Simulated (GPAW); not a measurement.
# Near-edge structure at the S K edge of CSO (R3m), part 2 of 2

Aim: the near-edge shape at the S K edge of CSO (R3m), and what the core hole does to it.

GPAW 26.7.0; X-ray absorption from dipole matrix elements to empty bands, plane-wave PAW LDA.

So far. Step 2 (Ground state of the crystal): The mesh shows a gap of 4.79 eV, so the hole is first treated in a charged cell, without the excited electron. Step 3 (Spectrum without a core hole, S atom 1): Main maxima below 24 eV (height): 0.4 eV (3.19), 2.5 eV (1.66), 3.5 eV (1.74), 5.2 eV (1.58), 8.1 eV (0.97) and 23.8 eV (1.30). A K edge sees empty p states on the absorber.

## Step 5: Spectrum with FCH, S atom 1

The holes are 6.6 Å apart. In GPAW the data set carries the hole's charge, so charge=0 means a charged cell and charge=-1 a neutral one. The excited electron is left out and a uniform background balances the charge. After the field has converged, empty bands are computed with the density fixed and the dipole matrix elements are summed.

xas.py reads:

```python
import numpy as np
from ase import Atoms
from ase.parallel import parprint, paropen
from gpaw import GPAW, PW, FermiDirac, Mixer, MixerDif, setup_paths
from gpaw.test import gen
setup_paths.insert(0, '.')
gen('S', name='fch1s', xcname='LDA', corehole=(1, 0, 1), write_xml=True)
from gpaw.mpi import world
world.barrier()

atoms = Atoms('S4O4C4',
    cell=[[-3.29398903, 5.70535635, 0],
     [3.29398903, 5.70535635, 0],
     [3.29398903, -1.90178545, -8.09407831]],
    scaled_positions=[[0.729498, 0.135251, 0.594247],
     [0.229498, 0.385251, 0.844247],
     [0.729498, 0.635251, 0.094247],
     [0.229498, 0.885251, 0.344247],
     [0.5042535, 0.24787325, 0.25638025],
     [0.0042535, 0.49787325, 0.50638025],
     [0.5042535, 0.74787325, 0.75638025],
     [0.0042535, 0.99787325, 0.00638025],
     [0.6011485, 0.19942575, 0.40172275],
     [0.1011485, 0.44942575, 0.65172275],
     [0.6011485, 0.69942575, 0.90172275],
     [0.1011485, 0.94942575, 0.15172275]],
    pbc=True)
atoms.calc = calc = GPAW(legacy_gpaw=True, mode=PW(500), xc='LDA', setups={0: 'fch1s'},
    kpts={'size': (4, 4, 4), 'gamma': True}, occupations=FermiDirac(0.02),
    charge=0, mixer=Mixer(0.1, 5, 50), maxiter=150,
    convergence={'density': 0.0001}, txt='scf.txt')
energy = atoms.get_potential_energy() + calc.get_reference_energy()
ef = calc.get_fermi_level()
out = dict(energy=energy, fermi=ef, forces=atoms.get_forces().tolist())
parprint(f'all-electron energy {energy:.4f} eV, Fermi level {ef:.4f} eV')
ev = np.array([[calc.get_eigenvalues(k, s) for k in range(len(calc.get_ibz_k_points()))] for s in range(calc.get_number_of_spins())])
out['homo'], out['lumo'], out['counts'] = ev[ev < ef].max(), ev[ev > ef].min(), sorted(set((ev < ef).sum((0, 2)).tolist()))
out['filled'] = (ev[:, 0] < ef).sum(1).tolist()

from ase.units import Ha
from gpaw.xas import dipole_matrix_elements
nb = int(calc.get_number_of_electrons() / 2) + 183
top, nb = nb, nb + 8 + nb // 12
nscf = calc.fixed_density(kpts={'size': (5, 5, 5), 'gamma': True}, nbands=nb,
    convergence={'bands': top, 'eigenstates': 1e-5}, maxiter=60, txt='nscf.txt')
cell = atoms.cell.array
ops = [cell.T @ U.T @ np.linalg.inv(cell.T) for U in nscf.wfs.kd.symmetry.op_scc]
filled = [32]  # bands filled in the ground state, by spin
E = np.arange(-6, 34, 0.1)
fwhm = np.interp(E, [4, 25], [0.9, 3.5])
Y, X, zero, highest = 0, 0, 1e9, 1e9
for spin in range(nscf.get_number_of_spins()):
    wfs = nscf.wfs
    A = dipole_matrix_elements(wfs.setups[0])
    eps = np.zeros((wfs.kd.nibzkpts, nb))
    d = np.zeros((3, A.shape[1], wfs.kd.nibzkpts, nb), complex)
    for kpt in wfs.kpt_u:
        if kpt.s == spin and 0 in kpt.P_ani:
            eps[kpt.k] = kpt.eps_n * Ha
            d[:, :, kpt.k] = (kpt.weight * wfs.nspins / 2) ** 0.5 * np.inner(A, kpt.P_ani[0])
    world.sum(eps)
    world.sum(d)
    T = np.einsum('amkn,bmkn->abkn', d, d.conj()).real
    T = sum(np.einsum('ai,ijkn,bj->abkn', R, T, R) for R in ops) / len(ops)
    empty = np.ones_like(eps, bool) & (np.arange(nb) >= filled[spin])
    zero, highest = min(zero, eps[empty].min()), min(highest, eps[:, top - 1].min())
    lines = [(eps, T, empty)] if spin == 0 else lines + [(eps, T, empty)]
for eps, T, empty in lines:
    f = np.einsum('aakn->akn', T).reshape(3, -1)
    x = eps.ravel() - zero
    w = np.interp(x, E, fwhm) / 2.35482
    g = np.exp(-0.5 * ((E[:, None] - x) / w) ** 2) / (w * (2 * np.pi) ** 0.5)
    Y = Y + (f * empty.ravel()) @ g.T
    X = X + (f * ~empty.ravel()) @ g.T
out.update(E=E.round(2).tolist(), xas=Y.tolist(), xes=X.tolist(), zero=zero, valid=highest - zero, nk=len(eps), nb=nb)
for i in range(0, len(E), 10):
    parprint(f'{E[i]:7.2f}', *(f'{v:10.3e}' for v in Y[:, i]))
import json
with paropen('out.json', 'w') as f:
    json.dump(out, f)
```

Launch:

```sh
OMP_NUM_THREADS=1 mpirun -n 4 gpaw python xas.py
```

Numbers of over 12 decimals in the logs are rounded to 6 here.

What it wrote:

```text
Input parameters:
  convergence: {density: 0.0001}
  kpts: {gamma: True,
         size: (4, 4, 4)}
  maxiter: 150
  mixer: {backend: pulay,
          beta: 0.1,
          method: separate,
          nmaxold: 5,
          weight: 50}
  mode: {ecut: 500.0,
         name: pw}
  occupations: {fixmagmom: False,
                name: fermi-dirac,
                width: 0.02}
  setups: {0: fch1s}

Initialize ...

[... PAW data sets ...]

Reference energy: -53000.148332  # eV

Spin-paired calculation

[... convergence settings ...]
Symmetries present (total): 2
  [... symmetry matrices ...]

64 k-points: 4 x 4 x 4 Monkhorst-Pack grid + [1/8,1/8,1/8]
24 k-points in the irreducible part of the Brillouin zone
       k-points in crystal coordinates                weights
   0:     0.00000000    0.00000000    0.00000000          1/64
   1:     0.00000000    0.00000000    0.25000000          2/64
   2:     0.00000000    0.00000000    0.50000000          1/64
   3:     0.25000000   -0.25000000   -0.25000000          2/64
   4:     0.25000000   -0.25000000    0.25000000          2/64
   5:     0.25000000   -0.25000000    0.50000000          4/64
   6:     0.25000000    0.00000000   -0.25000000          4/64
   7:     0.25000000    0.00000000    0.00000000          4/64
   8:     0.25000000    0.00000000    0.25000000          4/64
   9:     0.25000000    0.00000000    0.50000000          4/64
          ...
  23:     0.50000000    0.50000000    0.50000000          1/64

Wave functions: Plane wave expansion
  Cutoff energy: 500.000 eV
  Number of coefficients (min, max): 7677, 7740
  Pulay-stress correction: 0.000000 eV/Ang^3 (de/decut=0.000000)
  Using FFTW library
  Wavefunction extrapolation:
    Improved wavefunction reuse through dual PAW basis

Occupation numbers: Fermi-Dirac:
  width: 0.0200  # eV

Eigensolver
   Davidson(niter=2)

Densities:
  Coarse grid: 48*48*48 grid
  Fine grid: 96*96*96 grid
  Total Charge: 1.000000

Density mixing:
  Method: separate
  Backend: pulay
  Linear mixing parameter: 0.1
  old densities: 5
  Width of damping distribution: 1.1
  Damping of long wavelength oscillations: 50

[... Hamiltonian set-up ...]
Number of atoms: 12
Number of atomic orbitals: 48
Number of bands in calculation: 43
Number of valence electrons: 64
Bands to converge: occupied

... initialized

Initializing position-dependent things.

Density initialized from atomic densities
Creating initial wave functions:
  43 bands from LCAO basis set

           S      O
                  C

                  S
        O
        C

        S      O  O

               C  C

               S

Atomic positions and initial magnetic moments

Positions:
   0 S      0.000000    3.803571   -4.809882    ( 0.0000,  0.0000,  0.0000)
   1 S      3.293989    1.901785   -6.833401    ( 0.0000,  0.0000,  0.0000)
   2 S      0.000000    7.607142   -0.762843    ( 0.0000,  0.0000,  0.0000)
   3 S      3.293989    5.705356   -2.786362    ( 0.0000,  0.0000,  0.0000)
   4 O     -0.000000    3.803571   -2.075162    ( 0.0000,  0.0000,  0.0000)
   5 O      3.293989    1.901785   -4.098681    ( 0.0000,  0.0000,  0.0000)
   6 O      3.293989    5.705356   -6.122201    ( 0.0000,  0.0000,  0.0000)
   7 O      3.293989    5.705356   -0.051642    ( 0.0000,  0.0000,  0.0000)
   8 C      0.000000    3.803571   -3.251575    ( 0.0000,  0.0000,  0.0000)
   9 C      3.293989    1.901785   -5.275095    ( 0.0000,  0.0000,  0.0000)
  10 C      3.293989    5.705356   -7.298615    ( 0.0000,  0.0000,  0.0000)
  11 C      3.293989    5.705356   -1.228056    ( 0.0000,  0.0000,  0.0000)

Unit cell:
           periodic     x           y           z      points  spacing
  1. axis:    yes   -3.293989    5.705356    0.000000    48     0.1076
  2. axis:    yes    3.293989    5.705356    0.000000    48     0.1157
  3. axis:    yes    3.293989   -1.901785   -8.094078    48     0.1686

  Lengths:   6.587978   6.587978   8.943224
  Angles:   90.000000 111.612188  60.000000

Effective grid spacing dv^(1/3) = 0.1401

iter:   1   -99.567700
iter:   2   -97.116624   -1.06  -0.94
iter:   3   -95.391618   -1.70  -1.04
iter:   4   -94.816265   -2.03  -1.19
iter:   5   -94.767219   -1.76  -1.42
iter:   6   -94.696089   -3.06  -1.74
iter:   7   -94.658597   -2.77  -1.94
iter:   8   -94.654226   -3.94  -2.44
iter:   9   -94.653836c  -4.58  -2.75
iter:  10   -94.653575c  -5.13  -2.90
iter:  11   -94.653551c  -5.86  -3.12
iter:  12   -94.653547c  -6.17  -3.27
iter:  13   -94.653533c  -6.22  -3.44
iter:  14   -94.653528c  -6.66  -3.62
iter:  15   -94.653528c  -6.71  -3.71
iter:  16   -94.653527c  -7.55c -4.10c

Converged after 16 iterations.

Dipole moment: (6.746408, -1.423641, 6.727909) |e|*Ang

Energy contributions relative to reference atoms: (reference = -53000.148332)

Kinetic:        +63.868068
Potential:      -87.418986
External:        +0.000000
XC:             -71.123713
Entropy (-ST):   -0.000000
Local:           +0.021105
SIC:             +0.000000
--------------------------
Free energy:    -94.653527
Extrapolated:   -94.653527

Showing only first 2 kpts
 Kpt  Band  Eigenvalues  Occupancy
  0    30     -1.86747    2.00000
  0    31     -1.86747    2.00000
  0    32     -0.10216    0.00000
  0    33     -0.10215    0.00000

  1    30     -1.88483    2.00000
  1    31     -1.88482    2.00000
  1    32     -0.08843    0.00000
[...]
Fermi level: -1.08799

Gap: 1.747 eV
Transition (v -> c):
  (s=0, k=21, n=31, [0.50, 0.50, 0.00]) -> (s=0, k=23, n=32, [0.50, 0.50, 0.50])
Direct/indirect transitions are different
Direct gap: 1.760 eV
Transition at: (s=0, k=16, n=31, [0.50, 0.00, 0.50])

Forces in eV/Ang:
  0 S     0.00000   -0.00001    0.22433
  1 S     0.00000   -0.00001    0.20267
  2 S     0.00000   -0.00001    0.03508
  3 S     0.00000   -0.00001   -0.32802
  4 O     0.00000    0.00001   -4.54532
  5 O     0.00000    0.00001   -0.63163
  6 O     0.00000    0.00001   -0.86490
  7 O     0.00000    0.00001   -1.39336
  8 C     0.00000   -0.00000    4.21050
  9 C     0.00000   -0.00000    0.45838
 10 C     0.00000    0.00000    0.82987
 11 C     0.00000   -0.00000    1.78294
Scalar-relativistic atomic LDA calculation for S (Sulfur, Z=16)
Core hole in 1s state (1s occupation: 1.0)
450 radial gridpoints.
|------------------------------------------------|
|------------------------------------------------|
[... the atom generator's iteration count ...]

Energy contributions:
-------------------------
Kinetic:     +307.027779
XC:           -20.036781
Potential:   -593.463960
-------------------------
Total:       -306.472962

state      eigenvalue         ekin         rmax
-----------------------------------------------
1s^1.0 :   -94.587655   125.271961        0.063
2s^2.0 :    -9.346963    20.537295        0.374
2p^6.0 :    -7.528664    20.376522        0.303
3s^2.0 :    -1.141348     3.532854        1.290
3p^4.0 :    -0.722112     2.839097        1.384
-----------------------------------------------
(units: Bohr and Hartree)

Generating PAW setup
Kinetic energy of the core from tauc = 289.375410
Cutoffs:
rc(s)=1.840
rc(p)=1.850
rc(d)=1.700
rc(vbar)=1.720
rc(comp)=1.430
rc(nct)=1.850

Kinetic energy of the core states: 288.605682
Charge: 1.0
Core electrons: 9.0
Valence electrons: 6.0
Pseudo-core charge: 0.024693
Shape function alpha=4.890
Pseudo-electron charge 6.344591
state    eigenvalue         norm
--------------------------------
3s(2) :    -1.141348     1.235204
*s    :    -0.141348
3p(4) :    -0.722112     0.962372
*p    :     0.277888
*d    :     0.000000
--------------------------------

Diagonalizing with gridspacing h=0.050

state   all-electron     PAW
-------------------------------
3s:      -1.141348    -1.142157
3p:      -0.722112    -0.722797
*d:                   -0.153507
*f:                   -0.016109
-------------------------------
<dir> UserWarning: Initial realspace grid (35,35,48) inconsistent with symmetries.
  warnings.warn(
<dir> UserWarning: Using symmetrized grid: (48,48,48).

  warnings.warn('Using symmetrized grid: ({},{},{}).\n'.format(*N_c))
<dir> UserWarning: Initial realspace grid (35,35,48) inconsistent with symmetries.
  warnings.warn(
<dir> UserWarning: Initial realspace grid (35,35,48) inconsistent with symmetries.
  warnings.warn(
<dir> UserWarning: Initial realspace grid (35,35,48) inconsistent with symmetries.
  warnings.warn(
<dir> UserWarning: Using symmetrized grid: (48,48,48).

  warnings.warn('Using symmetrized grid: ({},{},{}).\n'.format(*N_c))
<dir> UserWarning: Using symmetrized grid: (48,48,48).

  warnings.warn('Using symmetrized grid: ({},{},{}).\n'.format(*N_c))
<dir> UserWarning: Using symmetrized grid: (48,48,48).

  warnings.warn('Using symmetrized grid: ({},{},{}).\n'.format(*N_c))
all-electron energy -53094.8019 eV, Fermi level -1.0880 eV
[...]
31.00  1.528e-06  1.528e-06  1.439e-06
  32.00  1.661e-06  1.661e-06  1.295e-06
  33.00  1.907e-06  1.907e-06  1.311e-06
```

Run time: 13 min. Hardware: 4 MPI ranks of Arm Neoverse V2, shared host; peak memory 0.88 GiB.

The S K spectrum, S atom 1, full core hole (charged cell) (energy from the lowest empty level; intensity scaled to a mean of 1 over the first 20 eV; polarised curves are means over the symmetry-equivalent atoms):

```
E (eV)  isotropic  ε ⊥ c  ε ∥ c
  -2.0       0.00   0.00   0.00
  -0.5       1.70   2.56   0.00
   1.0       1.92   0.23   5.30
   2.5       0.38   0.02   1.09
   4.0       0.23   0.17   0.35
   5.5       0.44   0.39   0.55
   7.0       1.31   1.53   0.89
   8.5       0.79   0.70   0.96
  10.0       0.70   0.54   1.03
  11.5       0.71   0.62   0.87
  13.0       0.67   0.65   0.72
  14.5       0.72   0.70   0.75
  16.0       0.76   0.79   0.69
  17.5       0.88   0.95   0.73
  19.0       0.96   1.02   0.84
  20.5       1.09   1.02   1.24
  22.0       1.28   1.11   1.63
  23.5       1.42   1.20   1.86
  25.0       1.40   1.19   1.83
  26.5       1.19   1.01   1.55
  28.0       0.89   0.76   1.13
  29.5       0.66   0.61   0.77
  31.0       0.57   0.58   0.55
```

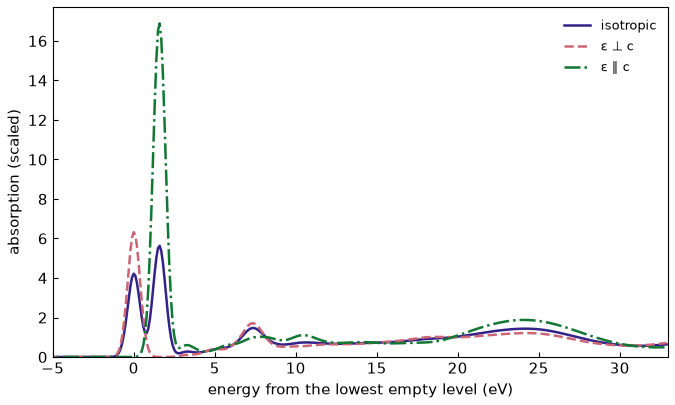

The S K edge, S atom 1, full core hole (charged cell): main maxima at 0.0, 1.6 and 7.4 eV.

Main maxima below 24 eV (height): 0.0 eV (4.22), 1.6 eV (5.63) and 7.4 eV (1.47). 

The hole costs E(hole) − E(ground) = 2475.29 eV, and the lowest empty level of the hole cell on the spectrum's mesh lies at -0.10 eV, which puts the zero at 2475.18 eV. One term is added: -16.82 eV, since the hole is spin-paired here and a spin-polarised one costs that much less in the free atom (computed apart). The photon energy is then 2458.36 eV. The functional and the charged cell's background leave an error in such absolute values: in the free atom LDA prices this hole 9.1 eV below PBE (computed apart), and PBE is itself good to a few eV.

## Step 6: With and without the hole

Both curves are counted from their own zero, so only the shift of weight within the empty states shows.

```
E (eV)  no hole   FCH
  -2.0     0.00  0.00
  -1.0     0.02  0.12
   0.0     2.31  4.22
   1.0     1.22  1.92
   2.0     1.17  3.12
   3.0     1.47  0.23
   4.0     1.24  0.23
   5.0     1.52  0.39
   6.0     1.20  0.56
   7.0     0.88  1.31
   8.0     0.97  1.13
   9.0     0.88  0.64
  10.0     0.84  0.70
  11.0     0.74  0.73
  12.0     0.78  0.68
  13.0     0.74  0.67
  14.0     0.66  0.70
  15.0     0.67  0.73
  16.0     0.67  0.76
  17.0     0.68  0.83
  18.0     0.72  0.91
  19.0     0.80  0.96
  20.0     0.87  1.03
  21.0     0.99  1.15
  22.0     1.14  1.28
  23.0     1.27  1.38
  24.0     1.30  1.43
  25.0     1.25  1.40
  26.0     1.15  1.28
  27.0     1.05  1.09
  28.0     0.94  0.89
  29.0     0.85  0.72
  30.0     0.78  0.62
  31.0     0.76  0.57
  32.0     0.75  0.58
```

With each curve scaled to its own mean, the area from −2 to 6 eV with the hole is 10.5 against 9.8, and the centre of weight from −1 to 20 eV moves by -0.5 eV (first and strongest maxima below 20 eV: 0.4 eV (3.19), 2.5 eV (1.66) and 3.5 eV (1.74) without the hole, 0.0 eV (4.22), 1.6 eV (5.63) and 7.4 eV (1.47) with it); the shape changes all the same, by 87 % r.m.s.

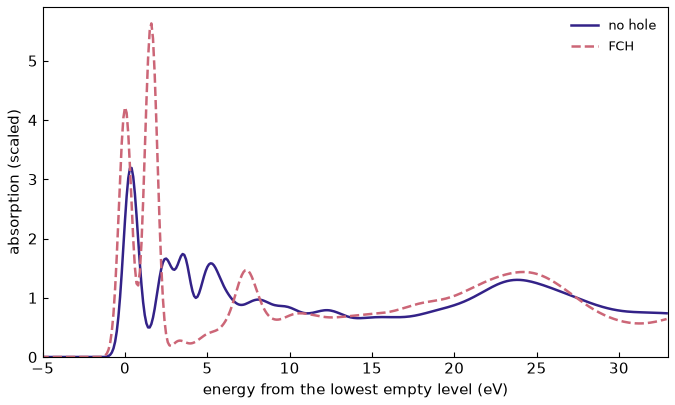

The S K edge with and without the core hole, each from its own zero; the highest intensity below 16 eV lies at 1.6 eV with the hole.

## Step 7: Results

| Quantity | Value |
| --- | --- |
| absorber and edge | S K, atom 1 of the ground-state input (counted from 1) |
| surroundings | 1 C at 1.56 Å (terminal, site symmetry 3m) |
| highest intensity below 16 eV | 1.6 eV above the zero, height 5.63 |
| photon energy of the zero, with the added terms | 2458.4 eV (raw 2475.2 eV; LDA puts this hole about 9 eV below PBE, itself good to a few eV) |

The S K edge of atom 1, with 1 C at 1.56 Å (terminal, site symmetry 3m), has its highest intensity of the first 16 eV at 1.6 eV above the zero, near 2460 eV in photon energy (LDA puts this hole about 9 eV below PBE, itself good to a few eV), 5.6 times the mean level of the first 20 eV (Gaussian full width 0.9 eV up to 4 eV, rising linearly to 3.5 eV at 25 eV). With each curve scaled to its own mean, the area from −2 to 6 eV with the hole is 10.5 against 9.8, and the centre of weight from −1 to 20 eV moves by -0.5 eV (first and strongest maxima below 20 eV: 0.4 eV (3.19), 2.5 eV (1.66) and 3.5 eV (1.74) without the hole, 0.0 eV (4.22), 1.6 eV (5.63) and 7.4 eV (1.47) with it); the shape changes all the same, by 87 % r.m.s. At the S K edge of atom 1 polarisation matters most near 1.6 eV, where the curves differ by 16.9 on this scale. The mesh is coarse (0.24 Å⁻¹ between points), so small maxima may be mesh ripples. The structure is a computed Materials Project entry and may be a hypothetical form.

[Banner, clock and machine lines of the logs are left out without a mark of their own.]

[Logs are printed without paths, hosts, clocks, repeated set-up lines and the standing remarks that a program may print on its own settings, such as how far it seeks lower states.]

[Hosts, paths, dates, database ids (printed as entryN), source tags and the programs' standing remarks are cut or masked in the printed files.]

[Lists of maxima count a maximum above −3 eV only where it reaches 4 % of the highest in the window and stands out from its surroundings by 2 % of it (1.5 % where it reaches 55 %); shoulders and weaker maxima are passed over, and of the rest the first, up to two pre-edge ones and the few strongest are named.]
